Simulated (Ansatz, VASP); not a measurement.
# PtSe2 (Sudovikovite): VASP beside Ansatz

Wanted: the spread between two codes on one cell, functional and k mesh. The cell is taken from a series of VASP runs on this material, whose earlier steps may have relaxed, scaled or displaced it; both programs get it as it stands. Valence electrons are named where the data sets of a main pair hold unlike numbers.

Calculated with Ansatz 0.2.0; plane waves, with VASP 6.6.1 beside it; band structure at LDA, spin-orbit coupling.

## Step 1: The starting structure

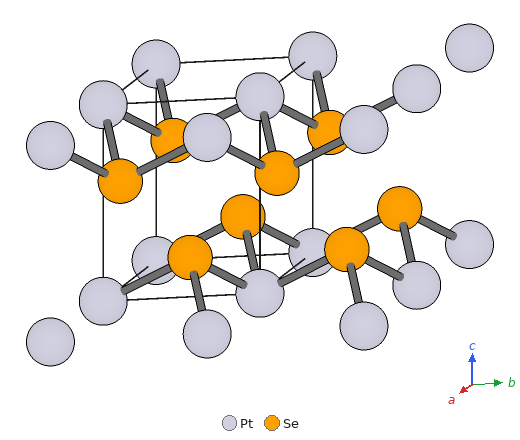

The starting structure, seen slightly off an axis (platinum light grey, selenium orange). 2×2×1 cells are drawn. Bonds to atoms that aren't drawn are left out. Some periodic images of atoms are drawn too.

Structure file:

```
Pt Se
1.0
     3.74033    0.00000    0.00000
    -1.87017    3.23922    0.00000
     0.00000    0.00000    4.78812
Pt Se
1 2
Direct
  0.00000 0.00000 0.00000
  0.33333 0.66667 0.26445
  0.66667 0.33333 0.73555
```

## Step 2: VASP: band structure, LDA, spin-orbit coupling

With cell and atoms fixed, the geometry can't cause a difference; cores, projectors, grids and the points listed under the comparison can.

Lines of VASP's logs that name or quote its potential files are left out, and so is its time.

INCAR

```
SYSTEM = PtSe2
PREC = Accurate
ENCUT = 400
EDIFF = 1E-06
NELM = 100
ISMEAR = 0
SIGMA = 0.05
LREAL = .FALSE.
ALGO = Normal
GGA = CA
LNONCOLLINEAR = .TRUE.
MAGMOM = 0 0 0 0 0 0 0 0 0
NBANDS = 34
GGA_COMPAT = .FALSE.
LASPH = .TRUE.
LSORBIT = .TRUE.
LMAXMIX = 4
LORBIT = 11
LWAVE = .FALSE.
LCHARG = .FALSE.
KPAR = 2
```

POSCAR

```
PtSe2
1.0
    3.7403324055      0.0000000000      0.0000000000
   -1.8701662028      3.2392228818      0.0000000000
    0.0000000000      0.0000000000      4.7881194269
Pt Se
1 2
Direct
    0.0000000000      0.0000000000      0.0000000000
    0.3333333333      0.6666666667      0.2644490384
    0.6666666667      0.3333333333      0.7355509616
```

KPOINTS

```
Automatic mesh
0
Gamma
6 6 4
0 0 0
```

KPOINTS_OPT

```
Line mode
16
Line-mode
Reciprocal
  0.00000000   0.00000000   0.00000000 GAMMA
  0.50000000   0.00000000   0.00000000 M

  0.50000000   0.00000000   0.00000000 M
  0.33333333   0.33333333   0.00000000 K

  0.33333333   0.33333333   0.00000000 K
  0.00000000   0.00000000   0.00000000 GAMMA

  0.00000000   0.00000000   0.00000000 GAMMA
  0.00000000   0.00000000   0.50000000 A

  0.00000000   0.00000000   0.50000000 A
  0.50000000   0.00000000   0.50000000 L

  0.50000000   0.00000000   0.50000000 L
  0.33333333   0.33333333   0.50000000 H

  0.33333333   0.33333333   0.50000000 H
  0.00000000   0.00000000   0.50000000 A

  0.50000000   0.00000000   0.50000000 L
  0.50000000   0.00000000   0.00000000 M

  0.33333333   0.33333333   0.00000000 K
  0.33333333   0.33333333   0.50000000 H
```

PAW data sets: Pt and Se (LDA family, release 64).

On the command line:

```bash
$ mpirun -np 2 vasp_ncl
```

Numbers of over 12 decimals in the logs are rounded to 6 here.

Log:

```text
[banner, memory and clock lines left out]
running    2 mpi-ranks, on    1 nodes
 distrk:  each k-point on    1 cores,    2 groups
 distr:  one band on    1 cores,    1 groups

 POSCAR found type information on POSCAR PtSe
 POSCAR found :  2 types and       3 ions
 LDA part: xc-table for (Slater(with rela. corr.)+CA(PZ))
 , standard interpolation
 POSCAR, INCAR and KPOINTS ok, starting setup
 FFT: planning ... GRIDC
 FFT: planning ... GRID_SOFT
 FFT: planning ... GRID
 WAVECAR not read
 entering main loop
       N       E                     dE             d eps       ncg     rms          rms(c)
DAV:   1     0.981118513283E+02    0.98112E+02   -0.84160E+03  1648   0.928E+02
DAV:   2    -0.124633030386E+02   -0.11058E+03   -0.10481E+03  1978   0.209E+02
DAV:   3    -0.182527461773E+02   -0.57894E+01   -0.56946E+01  1944   0.461E+01
DAV:   4    -0.183133939599E+02   -0.60648E-01   -0.60552E-01  1976   0.520E+00
DAV:   5    -0.183141680058E+02   -0.77405E-03   -0.77371E-03  1898   0.574E-01    0.146E+01
DAV:   6    -0.177298421098E+02    0.58433E+00   -0.37590E+00  1686   0.195E+01    0.909E+00
DAV:   7    -0.175265961054E+02    0.20325E+00   -0.74914E-01  1684   0.929E+00    0.479E+00
DAV:   8    -0.175026270595E+02    0.23969E-01   -0.68636E-02  1824   0.154E+00    0.165E+00
DAV:   9    -0.174955820950E+02    0.70450E-02   -0.95671E-03  1782   0.104E+00    0.343E-01
DAV:  10    -0.174950655826E+02    0.51651E-03   -0.27706E-03  1896   0.406E-01    0.132E-01
DAV:  11    -0.174950684983E+02   -0.29157E-05   -0.36934E-04  1828   0.132E-01    0.394E-02
DAV:  12    -0.174950672881E+02    0.12101E-05   -0.19262E-05  1790   0.335E-02    0.222E-02
DAV:  13    -0.174950668904E+02    0.39773E-06   -0.84090E-07  1342   0.634E-03
   1 F= -.17495067E+02 E0= -.17494657E+02  d E =-.819065E-03  mag=     0.0000    -0.0000    -0.0000
 Start KPOINTS_OPT (optional k-point list driver)
k-point batch [1-24\144]
       N       E                     dE             ncg
DAV:   1     0.331212338131E+04   -0.55404E+04     1648
DAV:   2     0.689814965402E+03   -0.26223E+04     2022
DAV:   3     0.560123707789E+03   -0.12969E+03     1942
DAV:   4     0.558833746388E+03   -0.12900E+01     1804
DAV:   5     0.558814357512E+03   -0.19389E-01     1884
DAV:   6     0.558813846831E+03   -0.51068E-03     1844
DAV:   7     0.558813830502E+03   -0.16329E-04     1862
DAV:   8     0.558813829994E+03   -0.50847E-06     1264
[...]
k-point batch [121-144\144]
       N       E                     dE             ncg
DAV:   1     0.316088710199E+04   -0.12910E+05     1656
DAV:   2     0.585578357425E+03   -0.25753E+04     1928
DAV:   3     0.463615289645E+03   -0.12196E+03     1916
DAV:   4     0.462451734407E+03   -0.11636E+01     1894
DAV:   5     0.462434899327E+03   -0.16835E-01     1912
DAV:   6     0.462434453564E+03   -0.44576E-03     1928
DAV:   7     0.462434439743E+03   -0.13821E-04     1898
DAV:   8     0.462434439340E+03   -0.40274E-06     1374
```

OUTCAR, selected parts (step 2):

```text
ion  position               nearest neighbor table
   1  0.000  0.000  0.000-   2 2.50   3 2.50   3 2.50   2 2.50   3 2.50   2 2.50
   2  0.333  0.667  0.264-   1 2.50   1 2.50   1 2.50
   3  0.667  0.333  0.736-   1 2.50   1 2.50   1 2.50

  LATTYP: Found a hexagonal cell.
 ALAT       =     3.7403324055
 C/A-ratio  =     1.2801320599

 Subroutine GETGRP returns: Found 12 space group operations
 (whereof 12 operations were pure point group operations)

The static configuration has the point symmetry D_3d.

 Found     24 irreducible k-points:

   k-points           NKPTS =     24   k-points in BZ     NKDIM =     24   number of bands    NBANDS=     34

   dimension x,y,z NGX =    24 NGY =   24 NGZ =   32
   dimension x,y,z NGXF=    48 NGYF=   48 NGZF=   64

   ENCUT  =  400.0 eV  29.40 Ry    5.42 a.u.   6.10  6.10  7.81*2*pi/ulx,y,z

   NELECT =      22.0000    total number of electrons

 k-points in reciprocal lattice and weights: Automatic mesh
   0.00000000  0.00000000  0.00000000       0.007
   0.16666667  0.00000000  0.00000000       0.042
   0.33333333  0.00000000  0.00000000       0.042
   0.50000000  0.00000000  0.00000000       0.021
   0.16666667  0.16666667  0.00000000       0.042
   0.33333333  0.16666667  0.00000000       0.083
   0.33333333  0.33333333  0.00000000       0.014
   0.00000000  0.00000000  0.25000000       0.014
   0.16666667  0.00000000  0.25000000       0.042
[...]
0.33333333  0.16666667  0.50000000       0.083
   0.33333333  0.33333333  0.50000000       0.014

 average (electrostatic) potential at core
       1 -68.0983       2 -58.3170       3 -58.3170

 E-fermi :   7.0614

 k-point     1 :       0.0000    0.0000    0.0000
  band No.  band energies     occupation
    ...
     16       4.6505      1.00000
     17       5.7030      1.00000
     18       5.7030      1.00000
     19       6.2533      1.00000
     20       6.2533      1.00000
     21       7.8943      0.00000
     22       7.8943      0.00000
     23       8.1052      0.00000
     24       8.1052      0.00000
     25       8.2301      0.00000
    ...

 k-point     2 :       0.1667    0.0000    0.0000
  band No.  band energies     occupation
    ...
     18       5.1307      1.00000
     19       5.6130      1.00000
     20       5.6130      1.00000
     21       6.4811      1.00000
     22       6.4811      1.00000
     23       8.5061      0.00000
     24       8.5061      0.00000
     25       8.7479      0.00000
     26       8.7479      0.00000
     27      11.6295      0.00000
    ...

 k-point     3 :       0.3333    0.0000    0.0000
  band No.  band energies     occupation
    ...
     18       4.2486      1.00000
     19       4.6500      1.00000
     20       4.6500      1.00000
     21       5.1292      1.00000
     22       5.1292      1.00000
     23       8.1670      0.00000
     24       8.1670      0.00000
     25       9.2707      0.00000
     26       9.2707      0.00000
     27      11.8755      0.00000
    ...

  Total        0.0431240      0.0431240      0.1046827     -0.0000000     -0.0000000     -0.0000000
  in kB        1.1910041      1.1910041      2.8911434     -0.0000000     -0.0000000     -0.0000000
  external PRESSURE =       1.7577172 kB  Pullay stress =       0.0000000 kB

  energy-cutoff  :      400.00
  volume of cell :       58.01
      direct lattice vectors                 reciprocal lattice vectors
     3.740332405  0.000000000  0.000000000     0.267355917  0.154358011  0.000000000
    -1.870166203  3.239222882  0.000000000     0.000000000  0.308716021  0.000000000
     0.000000000  0.000000000  4.788119427     0.000000000  0.000000000  0.208850263

 POSITION                                       TOTAL-FORCE (eV/Angst)
 -----------------------------------------------------------------------------------
      0.00000      0.00000      0.00000         0.000000      0.000000      0.000000
     -0.00000      2.15948      1.26621        -0.000000      0.000000      0.022296
      1.87017      1.07974      3.52191         0.000000     -0.000000     -0.022296
 -----------------------------------------------------------------------------------
    total drift:                                0.000000      0.000000     -0.000000

  FREE ENERGIE OF THE ION-ELECTRON SYSTEM (eV)
  ---------------------------------------------------
  free  energy   TOTEN  =       -17.4950668904 eV

  energy  without entropy=      -17.4942478250  energy(sigma->0) =      -17.49465736

 Spin-Orbit-Coupling matrix elements
 Ion:    1  E_soc:     -0.7332105
 Ion:    2  E_soc:     -0.0344417
 Ion:    3  E_soc:     -0.0344417

 total charge
# of ion       s       p       d       tot
------------------------------------------
    1        0.690   0.713   8.044   9.447
    2        1.493   2.225   0.075   3.793
    3        1.493   2.225   0.075   3.793
--------------------------------------------------
tot          3.675   5.163   8.195  17.034

 magnetization (x)
# of ion       s       p       d       tot
------------------------------------------
    1        0.000   0.000   0.000   0.000
    2        0.000   0.000   0.000   0.000
    3        0.000   0.000   0.000   0.000
--------------------------------------------------
tot          0.000   0.000   0.000   0.000

 magnetization (y)
# of ion       s       p       d       tot
------------------------------------------
    1        0.000   0.000   0.000   0.000
    2       -0.000   0.000   0.000  -0.000
    3       -0.000  -0.000   0.000  -0.000
--------------------------------------------------
tot         -0.000  -0.000   0.000  -0.000

 magnetization (z)
# of ion       s       p       d       tot
------------------------------------------
    1       -0.000   0.000   0.000  -0.000
    2        0.000   0.000   0.000   0.000
    3        0.000   0.000   0.000   0.000
--------------------------------------------------
tot         -0.000   0.000   0.000  -0.000

[... 3 further parts left out ...]
```

The run ends at a pressure of 0.18 GPa, with forces up to 0.022 eV/Å.

(Continued in part 2 of 2.)

[Lines on the potential files, build, host, timing and source positions are cut from VASP's logs without a mark.]

[Logs are printed without paths, hosts, clocks, repeated set-up lines and the standing remarks that a program may print on its own settings, such as how far it seeks lower states.]

[Hosts, paths, dates, database ids (printed as entryN), source tags and the programs' standing remarks are cut or masked in the printed files.]
